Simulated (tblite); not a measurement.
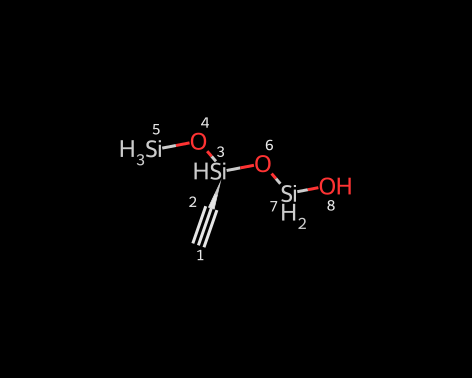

A structural formula, with wedges where it has stereocentres; small numbers name the atoms. The configuration is that of a computed structure (GFN2-xTB).

> Assign CIP descriptors.

Si3: S.
